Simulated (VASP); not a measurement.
Band structure of YN (rock salt). Calculation: r2SCAN meta-GGA with spin-orbit coupling, VASP's PBE PAW potentials (set 64) (plane waves; VASP).

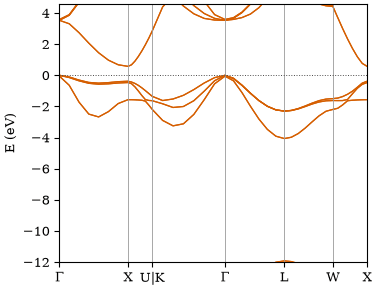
Fig. 1. Bands along high-symmetry lines, zero at the valence-band maximum or, without a gap, the Fermi level

### Question
Read the plot: is there a gap, and where are the band edges?

### Answer
The gap is indirect, 0.58 eV, from the valence maximum at Γ to the conduction minimum at X.

The compound is YN in the rock salt structure. It was relaxed first.
